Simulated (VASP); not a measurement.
Band structure of HfS2 (1T layered). These are PBE GGA with D3 dispersion (zero damping), VASP's PBE PAW potentials (set 64) (plane waves; VASP 6.6.1) values and carry that method's errors.

Unless said otherwise, spin-orbit coupling is left out, though it shifts the bands of the heavy elements here.

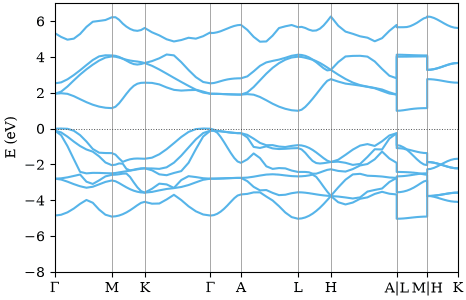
Figure: Bands along high-symmetry lines, zero at the valence-band maximum or, without a gap, the Fermi level

**Question.** Read the plot: is there a gap, and where are the band edges?

**Answer.** The gap is indirect, 0.99 eV, from the valence maximum at K-Γ at 0.89 to the conduction minimum at L. (Edges off the drawn lines would not show.)

Measured: gap 1.80 eV (computed value off by -0.81 eV), as given by Miłosz Rybak et al., Nanomaterials (2022), arXiv:2210.12074.

The compound is HfS2 in the 1T layered structure. It was relaxed first.
